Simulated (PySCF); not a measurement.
# C₅H₈Si: NMR shifts at several levels of theory, part 2 of 2

PySCF 2.14.0. Atoms count from 0.

## 8. NMR shieldings: CAM-B3LYP/pcSseg-1

What the job is given:

```
{"job": {"kind": "nmr", "xc": "CAM-B3LYP", "basis": "pcSseg-1", "pop": false}, "charge": 0, "multiplicity": 1}
C      2.987176    -0.601908    -0.307614
C      1.826061    -0.276922    -0.441570
C      0.444150     0.110328    -0.573663
C     -0.663309    -0.924762    -0.203474
C     -1.796469     0.020922     0.266431
Si    -0.444345     1.292014     0.645367
H      4.015008    -0.889997    -0.193508
H      0.252270     0.497835    -1.590890
H     -0.307133    -1.540738     0.637606
H     -0.925409    -1.613817    -1.023040
H     -2.422971     0.351095    -0.577703
H     -2.452683    -0.366159     1.057373
H      0.098948     1.199610     2.032833
H     -0.618546     2.727507     0.264054
```

Method: GIAO CAM-B3LYP/pcSseg-1 NMR shielding, non-relativistic, gas phase.

The log of the run:

```text
coarse grid: 12016 points
cycle   1  E = -484.5174151329  dE =  7.415e-01  |g| = 3.543e-01  |ddm| = 3.515e+00
cycle   2  E = -484.5368053967  dE = -1.939e-02  |g| = 2.571e-01  |ddm| = 7.585e-01
cycle   3  E = -484.5532468103  dE = -1.644e-02  |g| = 4.381e-02  |ddm| = 2.541e-01
cycle   4  E = -484.5535011549  dE = -2.543e-04  |g| = 3.302e-02  |ddm| = 7.299e-02
cycle   5  E = -484.5537530033  dE = -2.518e-04  |g| = 7.085e-03  |ddm| = 2.702e-02
cycle   6  E = -484.5537644830  dE = -1.148e-05  |g| = 2.118e-03  |ddm| = 7.515e-03
cycle   7  E = -484.5537656649  dE = -1.182e-06  |g| = 1.789e-04  |ddm| = 2.205e-03
final grid: 110944 points
cycle   8  E = -484.6027131263  dE = -1.940e-05  |g| = 2.721e-03  |ddm| = 1.977e-02
cycle   9  E = -484.6027133561  dE = -2.298e-07  |g| = 2.586e-03  |ddm| = 5.244e-03
cycle  10  E = -484.6027150374  dE = -1.681e-06  |g| = 3.722e-04  |ddm| = 2.443e-03
cycle  11  E = -484.6027150608  dE = -2.339e-08  |g| = 2.109e-04  |ddm| = 4.053e-04
cycle  12  E = -484.6027150707  dE = -9.894e-09  |g| = 6.114e-05  |ddm| = 1.821e-04
cycle  13  E = -484.6027150716  dE = -8.864e-10  |g| = 6.649e-06  |ddm| = 6.087e-05
converged SCF energy = -484.6027150716

GIAO shielding tensors (ppm)
atom      isotropic    diamagn.    paramagn.     s11        s22        s33       span
  0 C      107.673     259.093    -151.420     34.967     44.018    244.033    209.066
  1 C       93.374     254.208    -160.834    -11.578     -8.635    300.334    311.912
  2 C      166.894     255.627     -88.733    141.736    170.376    188.570     46.834
  3 C      150.676     249.231     -98.555    130.544    149.034    172.449     41.905
  4 C      174.996     252.960     -77.964    155.130    177.252    192.606     37.476
  5 Si     362.066     878.411    -516.345    333.945    341.610    410.644     76.699
  6 H       29.402      32.907      -3.505     24.472     24.588     39.146     14.675
  7 H       29.258      29.313      -0.055     24.491     29.873     33.411      8.920
  8 H       29.227      31.351      -2.125     25.954     28.724     33.002      7.048
  9 H       28.736      29.931      -1.194     24.253     26.857     35.099     10.845
 10 H       30.305      30.069       0.236     26.841     27.946     36.128      9.287
 11 H       30.447      29.505       0.942     25.952     27.379     38.011     12.059
 12 H       26.695      28.544      -1.849     24.431     25.154     30.500      6.069
 13 H       26.499      28.060      -1.561     23.440     24.007     32.050      8.610
```

Run time: 32 s. Hardware: 1 thread of Arm Neoverse N1, shared host; peak memory 0.88 GiB.

This run: δ C1 89.1, C0 74.8, C3 31.8, C2 15.6, H13 4.83, H12 4.63 ppm.

## 9. Shielding tensors: wB97X-D/pcSseg-1

Settings changed since step 8:

```diff
@@ -1,2 +1,2 @@
-{"job": {"kind": "nmr", "xc": "CAM-B3LYP", "basis": "pcSseg-1", "pop": false}, "charge": 0, "multiplicity": 1}
+{"job": {"kind": "nmr", "xc": "wB97X-D", "basis": "pcSseg-1", "pop": false}, "charge": 0, "multiplicity": 1}
 C      2.987176    -0.601908    -0.307614
```

With the program's defaults for keys left out, this is: GIAO wB97X-D/pcSseg-1 NMR shielding, non-relativistic, gas phase.

The log of the run:

```text
coarse grid: 12016 points
cycle   1  E = -484.5655662833  dE =  7.847e-01  |g| = 3.204e-01  |ddm| = 3.511e+00
cycle   2  E = -484.5876222013  dE = -2.206e-02  |g| = 1.923e-01  |ddm| = 6.050e-01
cycle   3  E = -484.5965624498  dE = -8.940e-03  |g| = 4.270e-02  |ddm| = 1.941e-01
cycle   4  E = -484.5968362620  dE = -2.738e-04  |g| = 3.121e-02  |ddm| = 7.137e-02
cycle   5  E = -484.5970698333  dE = -2.336e-04  |g| = 4.546e-03  |ddm| = 2.527e-02
cycle   6  E = -484.5970749717  dE = -5.138e-06  |g| = 1.617e-03  |ddm| = 6.670e-03
final grid: 110944 points
cycle   7  E = -484.6395553007  dE = -1.479e-04  |g| = 5.017e-03  |ddm| = 6.205e-02
cycle   8  E = -484.6395574522  dE = -2.152e-06  |g| = 4.305e-03  |ddm| = 9.935e-03
cycle   9  E = -484.6395617825  dE = -4.330e-06  |g| = 9.440e-04  |ddm| = 3.825e-03
cycle  10  E = -484.6395619532  dE = -1.707e-07  |g| = 5.687e-04  |ddm| = 1.252e-03
cycle  11  E = -484.6395620340  dE = -8.080e-08  |g| = 9.109e-05  |ddm| = 5.822e-04
cycle  12  E = -484.6395620366  dE = -2.644e-09  |g| = 1.721e-05  |ddm| = 1.750e-04
cycle  13  E = -484.6395620368  dE = -2.105e-10  |g| = 6.006e-06  |ddm| = 7.486e-05
converged SCF energy = -484.6395620368

GIAO shielding tensors (ppm)
atom      isotropic    diamagn.    paramagn.     s11        s22        s33       span
  0 C      109.896     259.675    -149.779     37.705     46.563    245.421    207.716
  1 C       96.774     253.715    -156.942     -6.129     -3.194    299.644    305.773
  2 C      169.935     256.292     -86.357    144.875    172.965    191.965     47.090
  3 C      153.281     250.169     -96.887    133.863    151.681    174.300     40.436
  4 C      177.342     254.135     -76.792    157.702    179.879    194.446     36.744
  5 Si     370.152     878.504    -508.352    344.097    349.788    416.572     72.475
  6 H       29.410      32.970      -3.560     24.415     24.533     39.282     14.867
  7 H       29.312      29.485      -0.173     24.498     29.851     33.588      9.090
  8 H       29.274      31.432      -2.159     25.975     28.691     33.155      7.180
  9 H       28.798      30.109      -1.311     24.238     26.875     35.279     11.041
 10 H       30.358      30.226       0.132     26.826     27.947     36.301      9.475
 11 H       30.500      29.636       0.863     25.934     27.341     38.225     12.291
 12 H       26.685      28.444      -1.760     24.392     25.129     30.532      6.140
 13 H       26.522      28.043      -1.522     23.440     24.013     32.112      8.672
```

Wall time 31 s (1 thread of Arm Neoverse N1, shared host); peak memory 0.86 GiB.

Key values: δ C1 87.8, C0 74.6, C3 31.3, C2 14.6, H13 4.86, H12 4.70 ppm.

## 10. Nuclear shieldings: LC-wPBE/pcSseg-1

Settings changed since step 9:

```diff
@@ -1,2 +1,2 @@
-{"job": {"kind": "nmr", "xc": "wB97X-D", "basis": "pcSseg-1", "pop": false}, "charge": 0, "multiplicity": 1}
+{"job": {"kind": "nmr", "xc": "LC-wPBE", "basis": "pcSseg-1", "pop": false}, "charge": 0, "multiplicity": 1}
 C      2.987176    -0.601908    -0.307614
```

Method: GIAO LC-wPBE/pcSseg-1 NMR shielding, non-relativistic, gas phase.

The log of the run:

```text
coarse grid: 12016 points
cycle   1  E = -484.4036511872  dE =  8.882e-01  |g| = 3.187e-01  |ddm| = 3.488e+00
cycle   2  E = -484.4320474640  dE = -2.840e-02  |g| = 1.609e-01  |ddm| = 6.394e-01
cycle   3  E = -484.4375556330  dE = -5.508e-03  |g| = 6.097e-02  |ddm| = 1.928e-01
cycle   4  E = -484.4383171906  dE = -7.616e-04  |g| = 3.274e-02  |ddm| = 9.147e-02
cycle   5  E = -484.4385707601  dE = -2.536e-04  |g| = 3.571e-03  |ddm| = 2.843e-02
cycle   6  E = -484.4385746320  dE = -3.872e-06  |g| = 1.378e-03  |ddm| = 8.233e-03
final grid: 110944 points
cycle   7  E = -484.4873561452  dE = -4.033e-05  |g| = 4.633e-03  |ddm| = 5.891e-02
cycle   8  E = -484.4873581178  dE = -1.973e-06  |g| = 3.136e-03  |ddm| = 7.149e-03
cycle   9  E = -484.4873600180  dE = -1.900e-06  |g| = 6.109e-04  |ddm| = 2.443e-03
cycle  10  E = -484.4873600967  dE = -7.878e-08  |g| = 2.764e-04  |ddm| = 6.917e-04
cycle  11  E = -484.4873601168  dE = -2.003e-08  |g| = 8.300e-05  |ddm| = 3.332e-04
cycle  12  E = -484.4873601188  dE = -2.054e-09  |g| = 1.417e-05  |ddm| = 1.172e-04
cycle  13  E = -484.4873601190  dE = -1.852e-10  |g| = 4.212e-06  |ddm| = 6.567e-05
converged SCF energy = -484.4873601190

GIAO shielding tensors (ppm)
atom      isotropic    diamagn.    paramagn.     s11        s22        s33       span
  0 C      109.180     258.073    -148.892     35.459     44.387    247.694    212.236
  1 C       97.385     255.330    -157.946     -6.165     -2.997    301.316    307.481
  2 C      175.987     255.440     -79.453    151.389    178.886    197.685     46.296
  3 C      160.594     249.774     -89.181    142.724    158.791    180.267     37.543
  4 C      182.596     254.269     -71.673    163.269    185.344    199.176     35.906
  5 Si     376.264     878.327    -502.063    351.622    355.636    421.535     69.912
  6 H       29.356      32.781      -3.424     24.283     24.399     39.387     15.104
  7 H       29.412      29.387       0.025     24.481     29.676     34.080      9.598
  8 H       29.307      31.249      -1.942     25.830     28.487     33.604      7.774
  9 H       28.872      30.106      -1.234     24.155     26.800     35.662     11.507
 10 H       30.341      30.198       0.143     26.626     27.753     36.643     10.018
 11 H       30.486      29.606       0.880     25.781     27.125     38.552     12.771
 12 H       26.693      28.241      -1.549     24.340     25.049     30.690      6.349
 13 H       26.602      27.902      -1.300     23.528     24.022     32.257      8.729
```

It took 40 s on 1 thread of Arm Neoverse N1, shared host; peak memory 0.83 GiB.

This run: δ C1 91.2, C0 79.4, C3 28.0, C2 12.6, H13 4.72, H12 4.63 ppm.

## 11. Nuclear shieldings: PBE0/STO-3G

Settings changed since step 10:

```diff
@@ -1,2 +1,2 @@
-{"job": {"kind": "nmr", "xc": "LC-wPBE", "basis": "pcSseg-1", "pop": false}, "charge": 0, "multiplicity": 1}
+{"job": {"kind": "nmr", "xc": "PBE0", "basis": "STO-3G", "pop": true}, "charge": 0, "multiplicity": 1}
 C      2.987176    -0.601908    -0.307614
```

Method: GIAO PBE0/STO-3G NMR shielding, non-relativistic, gas phase.

The log of the run:

```text
coarse grid: 12016 points
cycle   1  E = -478.7183429658  dE =  5.213e-01  |g| = 2.553e-01  |ddm| = 4.854e+00
cycle   2  E = -478.7291953436  dE = -1.085e-02  |g| = 2.044e-01  |ddm| = 7.392e-01
cycle   3  E = -478.7433106504  dE = -1.412e-02  |g| = 3.334e-02  |ddm| = 3.395e-01
cycle   4  E = -478.7435266290  dE = -2.160e-04  |g| = 2.217e-02  |ddm| = 5.906e-02
cycle   5  E = -478.7436416144  dE = -1.150e-04  |g| = 8.821e-03  |ddm| = 2.932e-02
cycle   6  E = -478.7436629689  dE = -2.135e-05  |g| = 7.572e-04  |ddm| = 9.349e-03
cycle   7  E = -478.7436631677  dE = -1.988e-07  |g| = 1.124e-04  |ddm| = 1.224e-03
final grid: 110944 points
cycle   8  E = -478.7137563633  dE = -5.901e-06  |g| = 3.451e-03  |ddm| = 1.253e-02
cycle   9  E = -478.7137565841  dE = -2.207e-07  |g| = 3.436e-03  |ddm| = 9.718e-03
cycle  10  E = -478.7137601080  dE = -3.524e-06  |g| = 1.049e-03  |ddm| = 5.077e-03
cycle  11  E = -478.7137604042  dE = -2.962e-07  |g| = 1.275e-04  |ddm| = 1.112e-03
cycle  12  E = -478.7137604090  dE = -4.777e-09  |g| = 2.055e-05  |ddm| = 1.682e-04
cycle  13  E = -478.7137604091  dE = -1.207e-10  |g| = 4.448e-06  |ddm| = 3.079e-05
converged SCF energy = -478.7137604091

GIAO shielding tensors (ppm)
atom      isotropic    diamagn.    paramagn.     s11        s22        s33       span
  0 C      168.722     265.348     -96.625    123.312    127.800    255.055    131.742
  1 C      170.452     264.884     -94.431    106.382    110.152    294.823    188.441
  2 C      216.918     247.380     -30.463    194.840    219.669    236.244     41.404
  3 C      200.105     246.478     -46.373    175.848    204.583    219.885     44.036
  4 C      219.832     250.186     -30.354    201.836    218.062    239.596     37.761
  5 Si     537.975     869.303    -331.328    504.048    506.827    603.051     99.003
  6 H       30.317      30.920      -0.602     25.401     25.533     40.018     14.617
  7 H       31.234      31.087       0.147     25.393     30.295     38.014     12.622
  8 H       30.838      32.517      -1.678     26.618     29.156     36.741     10.124
  9 H       31.144      30.591       0.552     25.421     28.015     39.995     14.574
 10 H       31.712      30.963       0.749     27.111     28.763     39.264     12.153
 11 H       32.139      30.175       1.965     26.931     28.165     41.322     14.391
 12 H       29.973      31.790      -1.817     26.607     27.614     35.697      9.090
 13 H       30.025      30.504      -0.479     26.450     26.928     36.696     10.246
```

Wall time 6.6 s (1 thread of Arm Neoverse N1, shared host); peak memory 0.44 GiB.

This run: δ C0 66.0, C1 64.2, C3 34.6, C2 17.8, H12 2.63, H13 2.58 ppm.

## 12. Shielding tensors: PBE0/6-31G

Settings changed since step 11:

```diff
@@ -1,2 +1,2 @@
-{"job": {"kind": "nmr", "xc": "PBE0", "basis": "STO-3G", "pop": true}, "charge": 0, "multiplicity": 1}
+{"job": {"kind": "nmr", "xc": "PBE0", "basis": "6-31G", "pop": true}, "charge": 0, "multiplicity": 1}
 C      2.987176    -0.601908    -0.307614
```

With the program's defaults for keys left out, this is: GIAO PBE0/6-31G NMR shielding, non-relativistic, gas phase.

The log of the run:

```text
coarse grid: 12016 points
cycle   1  E = -484.3017713490  dE =  6.869e-01  |g| = 3.672e-01  |ddm| = 3.735e+00
cycle   2  E = -484.2998050110  dE =  1.966e-03  |g| = 3.813e-01  |ddm| = 9.599e-01
cycle   3  E = -484.3426270097  dE = -4.282e-02  |g| = 5.049e-02  |ddm| = 4.993e-01
cycle   4  E = -484.3431442218  dE = -5.172e-04  |g| = 2.797e-02  |ddm| = 1.050e-01
cycle   5  E = -484.3432865453  dE = -1.423e-04  |g| = 1.515e-02  |ddm| = 4.305e-02
cycle   6  E = -484.3433479326  dE = -6.139e-05  |g| = 1.001e-03  |ddm| = 1.573e-02
cycle   7  E = -484.3433482713  dE = -3.387e-07  |g| = 2.931e-04  |ddm| = 2.370e-03
final grid: 110944 points
cycle   8  E = -484.2850296445  dE = -1.150e-05  |g| = 6.028e-03  |ddm| = 2.003e-02
cycle   9  E = -484.2850252249  dE =  4.420e-06  |g| = 7.243e-03  |ddm| = 1.568e-02
cycle  10  E = -484.2850396806  dE = -1.446e-05  |g| = 1.429e-03  |ddm| = 9.550e-03
cycle  11  E = -484.2850401983  dE = -5.177e-07  |g| = 3.074e-04  |ddm| = 1.557e-03
cycle  12  E = -484.2850402233  dE = -2.500e-08  |g| = 5.019e-05  |ddm| = 4.631e-04
cycle  13  E = -484.2850402240  dE = -6.731e-10  |g| = 1.248e-05  |ddm| = 9.365e-05
converged SCF energy = -484.2850402240

GIAO shielding tensors (ppm)
atom      isotropic    diamagn.    paramagn.     s11        s22        s33       span
  0 C      131.867     286.869    -155.002     69.459     76.908    249.235    179.776
  1 C      119.028     249.476    -130.448     28.644     30.555    297.886    269.243
  2 C      184.023     254.237     -70.214    159.103    188.040    204.926     45.824
  3 C      167.134     247.313     -80.178    142.388    169.356    189.658     47.270
  4 C      191.931     252.538     -60.607    173.019    194.426    208.349     35.330
  5 Si     440.507     880.035    -439.528    403.548    427.329    490.644     87.096
  6 H       30.615      30.416       0.199     26.095     26.198     39.552     13.458
  7 H       30.053      29.222       0.831     25.164     30.191     34.805      9.641
  8 H       29.918      30.858      -0.940     26.233     29.384     34.137      7.905
  9 H       29.860      30.205      -0.345     24.637     27.830     37.113     12.476
 10 H       31.284      30.437       0.847     27.786     28.278     37.788     10.002
 11 H       31.669      30.070       1.599     26.990     28.146     39.872     12.881
 12 H       27.916      29.283      -1.367     25.222     26.226     32.299      7.077
 13 H       27.814      28.892      -1.078     24.277     25.398     33.768      9.491
```

Run time: 12 s. Hardware: 1 thread of Arm Neoverse N1, shared host; peak memory 0.49 GiB.

In short: δ C1 80.5, C0 67.7, C3 32.4, C2 15.5, H13 4.80, H12 4.70 ppm.

## 13. Side by side: NMR shifts

Shifts (ppm) of some atoms, chosen among heavy atoms and hydrogens apart, with basis size and wall time:

```csv
run,C1,C0,C2,C4,H13,H12,Si5,functions,time
PBE0/pcSseg-1,87.6,74.0,16.3,7.8,4.97,4.76,-17.7,149,25 s
mPW1PW91/pcSseg-1,87.1,73.6,16.2,8.0,4.93,4.71,-17.1,149,25 s
WP04/pcSseg-1,80.2,67.3,19.6,11.7,4.30,4.05,-17.3,149,25 s
B97-2/pcSseg-1,84.6,70.9,16.5,8.4,4.88,4.64,-17.6,149,24 s
BHandHLYP/pcSseg-1,87.2,74.7,14.9,7.7,4.71,4.53,-17.6,149,23 s
CAM-B3LYP/pcSseg-1,89.1,74.8,15.6,7.5,4.83,4.63,-18.7,149,32 s
wB97X-D/pcSseg-1,87.8,74.6,14.6,7.2,4.86,4.70,-17.2,149,31 s
LC-wPBE/pcSseg-1,91.2,79.4,12.6,6.0,4.72,4.63,-17.8,149,40 s
PBE0/STO-3G,64.2,66.0,17.8,14.9,2.58,2.63,-20.4,42,6.6 s
PBE0/6-31G,80.5,67.7,15.5,7.6,4.80,4.70,4.2,74,12 s
```

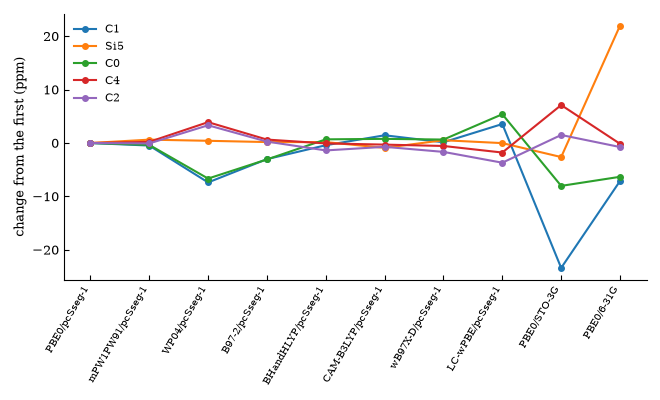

How five of the tabulated atoms move from run to run.

## 14. Summary of results

What follows sums up all 2 parts.

| quantity | value |
| --- | --- |
| point group | C1 |
| rotational constants (main isotopes) | 5.99, 1.95, 1.60 GHz |
| 13C shifts against TMS (PBE0/pcSseg-1) | 87.6, 74.0, 32.3, 16.3, 7.8 ppm |
| 1H shifts against TMS (PBE0/pcSseg-1) | 4.97, 4.76, 2.65, 2.26, 2.21, 1.94, 1.11, 0.93 ppm |
| 29Si shifts against TMS (PBE0/pcSseg-1) | -17.7 ppm |
| range of the shift of C1 | 64.2 to 91.2 ppm |
| property runs in this session | 10, of which 0 failed and 1 gave unsound results |

Single values in the summary come from the first run of each kind that ended normally (PBE0/pcSseg-1), which need not be the best level. Relaxing lowered the energy by 0.269 eV in 11 steps; the close pair that moved most is C2–C3, from 1.509 to 1.560 Å. No frequency check was run at this level, so the end point may be a saddle. At PBE0/pcSseg-1: The widest tensor belongs to C1: span 303 ppm, with a paramagnetic part of -155 ppm. Across the 10 runs the shift of C1 moves most, between 64.2 (PBE0/STO-3G) and 91.2 ppm (LC-wPBE/pcSseg-1). A minimal basis is unusable for shieldings, so that end is no result.
